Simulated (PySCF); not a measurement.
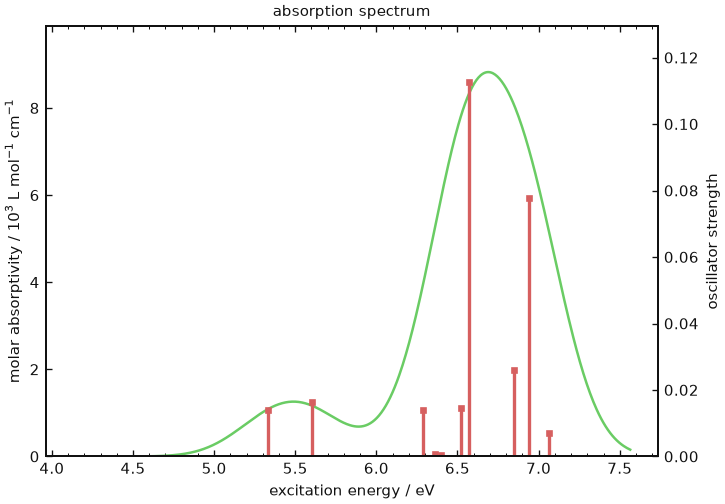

Vertical TDDFT excitations, PBE0/def2-SVPD in PySCF 2.14.0, at a PBE0-D3(BJ)/def2-SVP geometry (no frequency check), gas phase. Only the first 10 singlet excitations are included; each is broadened by a Gaussian of 1/e half-width 0.33 eV. Sticks give oscillator strengths (right axis).

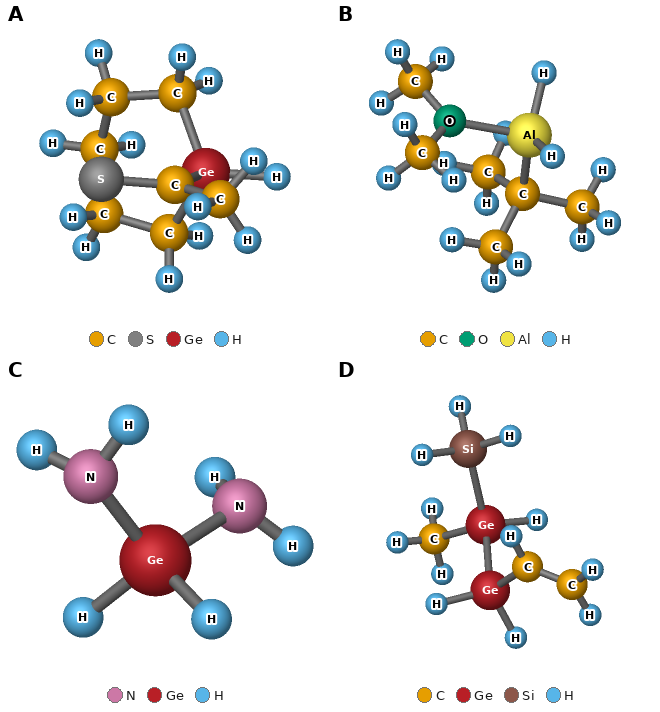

### Whose absorption spectrum is this? Choose among the lettered structures.

Structure B, C₆H₁₇AlO, SMILES C[O+](C)[AlH2-][C](C)(C)C, singlet. Its lowest singlet lies at 5.33 eV (f = 0.014) and the brightest of those computed is S7 at 6.57 eV (189 nm), f = 0.113, mainly HOMO → LUMO+4 (63 %) (S6 lies within 0.06 eV, too close to order).

Note: states above the negative HOMO energy depend on the basis; one conformer of a flexible molecule; core orbitals are frozen in the response.
